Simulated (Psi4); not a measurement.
# B2PLYP/6-31G(d) (density fitting for correlation, spherical functions) run of GaSiH4OF (SMILES [F][GaH][O][SiH3])

Aim: the vertical ionisation energy of GaSiH4OF at B2PLYP/6-31G* (density fitting for correlation, spherical functions), from 2 runs. 

The results are computed with Psi4 1.11.

9 further runs of the same task are left out: 7 that didn't finish, 2 set aside as unsound or not needed.

## (1) The system as given

GaSiH4OF has 8 atoms, charge 0, and is taken as a singlet. SMILES: `[F][GaH][O][SiH3]`. The shape is that of a PBE0-D4/def2-TZVP optimisation. This is one conformer, not always the lowest.

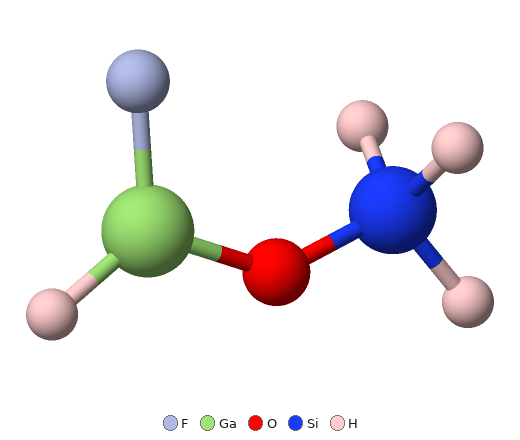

The structure, seen from a chosen angle (fluorine light blue, gallium green, oxygen red, silicon blue, hydrogen pink).

## (2) A single-point energy at B2PLYP/6-31G(d) (density fitting for correlation, spherical functions)

File input.json:

```json
{
 "schema_name": "qcschema_input",
 "schema_version": 1,
 "molecule": {
  "schema_name": "qcschema_molecule",
  "schema_version": 2,
  "symbols": ["F", "Ga", "O", "Si", "H", "H", "H", "H"],
  "geometry": [1.61968426, 2.78167686, 3.48881237, 2.50180842, 2.30584382, 0.33542639, 0.60886976, 0.04686521, -1.21698362, -1.80053105, -1.78730297, -0.56521708, 4.7112762, 3.74959458, -0.87513217, -2.43302239, -3.2450377, -2.87843083, -1.16898458, -3.5797082, 1.50592275, -4.03891165, -0.27174262, 0.2056022],
  "molecular_charge": 0,
  "molecular_multiplicity": 1,
  "fix_symmetry": "c1",
  "fix_com": true,
  "fix_orientation": true
 },
 "driver": "energy",
 "model": {
  "method": "b2plyp",
  "basis": "6-31G*"
 },
 "keywords": {
  "puream": true,
  "e_convergence": 1e-09,
  "d_convergence": 1e-08,
  "scf_type": "pk",
  "dft_radial_points": 99,
  "dft_spherical_points": 590,
  "num_frozen_docc": 16
 }
}
```

The run is started by

```console
$ psi4 --qcschema input.json -n 1 --memory 2200MB
```

stdout, cut to the lines that bear on the results:

```text
[...]
  Running in c1 symmetry.
[...]
  Nuclear repulsion =  350.543607697449147
[...]
  Multiplicity = 1
[...]
  Nalpha       = 33
  Nbeta        = 33
[...]
    Number of basis functions: 86
[...]
   @RKS iter   1: -2389.17523875404140   -2.69520e+00   3.21610e-02 DIIS/ADIIS
[...]
   @RKS iter  12: -2390.74504105978940   -2.72848e-12   4.21832e-09 DIIS
[...]
    Orbital Energies [Eh]
    ---------------------
    Doubly Occupied:
       1A   -375.222799     2A    -67.243869     3A    -46.924623
       4A    -41.505118     5A    -41.500409     6A    -41.500197
       7A    -25.316092     8A    -19.734931     9A     -5.936244
      10A     -5.644789    11A     -4.145019    12A     -4.136418
      13A     -4.135552    14A     -3.899108    15A     -3.897450
      16A     -3.897425    17A     -1.289077    18A     -1.127236
      19A     -1.032065    20A     -1.030464    21A     -1.029695
      22A     -1.025100    23A     -1.010084    24A     -0.627314
      25A     -0.550859    26A     -0.491347    27A     -0.482683
      28A     -0.472352    29A     -0.448037    30A     -0.443584
      31A     -0.421243    32A     -0.370392    33A     -0.368489
[...]
  @RKS Final Energy: -2390.74504105978940
   => Energetics <=
    Nuclear Repulsion Energy =            350.5436076974491471
    One-Electron Energy =               -4029.4193867484555085
    Two-Electron Energy =                1343.7211909803063463
    DFT Exchange-Correlation Energy =     -55.5904529890894139
    Empirical Dispersion Energy =           0.0000000000000000
    VV10 Nonlocal Energy =                  0.0000000000000000
    Total Energy =                      -2390.7450410597894006
[...]
 Multipole Moments:
 ------------------------------------------------------------------------------------
     Multipole            Electronic (a.u.)      Nuclear  (a.u.)        Total (a.u.)
 ------------------------------------------------------------------------------------
 L = 1.  Multiply by 2.5417464519 to convert [e a0] to [Debye]
 Dipole X            :        -68.4361381           68.8671003            0.4309622
 Dipole Y            :        -68.3328135           68.5220363            0.1892229
 Dipole Z            :        -22.5789466           22.1065833           -0.4723633
 Magnitude           :                                                    0.6668289
[...]
```

The result, in JSON:

```text
{
 "driver": "energy",
 "model": {
  "method": "b2plyp",
  "basis": "6-31G*"
 },
 "success": true,
 "return_result": -2390.966906784537,
 "properties": {
  "calcinfo_nbasis": 86,
  "calcinfo_nmo": 86,
  "calcinfo_nalpha": 33,
  "calcinfo_nbeta": 33,
  "calcinfo_natom": 8,
  "nuclear_repulsion_energy": 350.54360769744915,
  "return_energy": -2390.966906784537,
  "scf_one_electron_energy": -4029.4193867484555,
  "scf_two_electron_energy": 1343.7211909803063,
  "scf_xc_energy": -55.590452989089414,
  "scf_dipole_moment": [0.43096217945343085, 0.189222868909809, -0.4723633458899421],
  "scf_total_energy": -2390.7450410597894,
  "scf_iterations": 12
 }
}
```

Wall time 11 s (1 thread of Intel Xeon 6975P-C (Granite Rapids), shared host); peak memory 1.1 GiB.

## (3) The doublet cation at the same level

File fgah4osi.py:

```python
import psi4

psi4.set_memory(2200000000)
psi4.set_num_threads(1)
psi4.set_output_file('fgah4osi.out', False)

molecule = psi4.geometry("""
1 2
F      1.61968426     2.78167686     3.48881237
Ga     2.50180842     2.30584382     0.33542639
O      0.60886976     0.04686521    -1.21698362
Si    -1.80053105    -1.78730297    -0.56521708
H      4.71127620     3.74959458    -0.87513217
H     -2.43302239    -3.24503770    -2.87843083
H     -1.16898458    -3.57970820     1.50592275
H     -4.03891165    -0.27174262     0.20560220
units au
symmetry c1
""")

psi4.set_options({
    'basis': '6-31G*',
    'reference': 'uks',
    'puream': True,
    'e_convergence': 1e-09,
    'd_convergence': 1e-08,
    'scf_type': 'pk',
    'dft_radial_points': 99,
    'dft_spherical_points': 590,
    'num_frozen_docc': 16,
    'maxiter': 100,
})

energy_value, wavefunction = psi4.energy("B2PLYP", molecule=molecule, return_wfn=True)
print(f'B2PLYP energy: {energy_value:.10f} Eh')
```

The run is started by

```console
$ python fgah4osi.py
```

fgah4osi.out, cut to the lines that bear on the results:

```text
[...]
  Running in c1 symmetry.
[...]
  Nuclear repulsion =  350.543607697449147
[...]
  Multiplicity = 2
[...]
  Nalpha       = 33
  Nbeta        = 32
[...]
    Number of basis functions: 86
[...]
   @UKS iter   1: -2388.74764955139608   -2.26762e+00   3.21578e-02 ADIIS/DIIS
[...]
   @UKS iter  23: -2390.34325563842503   -1.59162e-11   7.92450e-09 DIIS
[...]
   @S^2 Observed:                7.715168402E-01
[...]
    Orbital Energies [Eh]
    ---------------------
    Alpha Occupied:
       1A   -375.436559     2A    -67.489564     3A    -47.138350
       4A    -41.718729     5A    -41.714509     6A    -41.713500
       7A    -25.500061     8A    -20.088969     9A     -6.149930
      10A     -5.895308    11A     -4.357989    12A     -4.351877
      13A     -4.347323    14A     -4.150145    15A     -4.148277
      16A     -4.145754    17A     -1.472514    18A     -1.467672
      19A     -1.246907    20A     -1.244867    21A     -1.241469
      22A     -1.241068    23A     -1.230865    24A     -0.912020
      25A     -0.811416    26A     -0.805572    27A     -0.757612
      28A     -0.702535    29A     -0.664325    30A     -0.648486
      31A     -0.646117    32A     -0.616844    33A     -0.606074
[...]
  @UKS Final Energy: -2390.34325563842503
   => Energetics <=
    Nuclear Repulsion Energy =            350.5436076974491471
    One-Electron Energy =               -4014.1489064866605077
    Two-Electron Energy =                1328.6817145693676139
    DFT Exchange-Correlation Energy =     -55.4196714185814301
    Empirical Dispersion Energy =           0.0000000000000000
    VV10 Nonlocal Energy =                  0.0000000000000000
    Total Energy =                      -2390.3432556384250347
[...]
 Multipole Moments:
 ------------------------------------------------------------------------------------
     Multipole            Electronic (a.u.)      Nuclear  (a.u.)        Total (a.u.)
 ------------------------------------------------------------------------------------
 L = 1.  Multiply by 2.5417464519 to convert [e a0] to [Debye]
 Dipole X            :          7.5001238           -8.6385001           -1.1383763
 Dipole Y            :          7.3282901           -8.7550531           -1.4267630
 Dipole Z            :          2.0757521           -3.1736654           -1.0979133
 Magnitude           :                                                    2.1300157
[...]
```

On the terminal:

```text
B2PLYP energy: -2390.5603297010 Eh
```

It took 25 s on 1 thread of Intel Xeon 6975P-C (Granite Rapids), shared host; peak memory 1.1 GiB.

## (4) Summary of results

Level: B2PLYP/6-31G* (density fitting for correlation, spherical functions), 16 core orbitals frozen.

| quantity | value |
| --- | --- |
| singlet GaSiH4OF: total energy | -2390.96691 Eh |
| singlet GaSiH4OF: HOMO energy (SCF part's orbitals) | -10.03 eV |
| singlet GaSiH4OF: LUMO energy (SCF part's orbitals) | -0.10 eV |
| singlet GaSiH4OF: HOMO–LUMO gap (SCF part's orbitals) | 9.93 eV |
| doublet cation: total energy | -2390.56033 Eh |
| doublet cation: HOMO energy (SCF part's orbitals) (highest over α and β) | -16.35 eV |
| doublet cation: LUMO energy (SCF part's orbitals) (lowest over α and β) | -11.77 eV |
| doublet cation: ⟨S²⟩ | 0.772 |
| vertical ionisation energy (to the doublet cation) | 11.064 eV |

In words: The vertical ionisation energy comes to 11.06 eV (1067 kJ/mol). −ε(HOMO) before ionisation, 10.03 eV, is 1.04 eV below this ionisation energy.
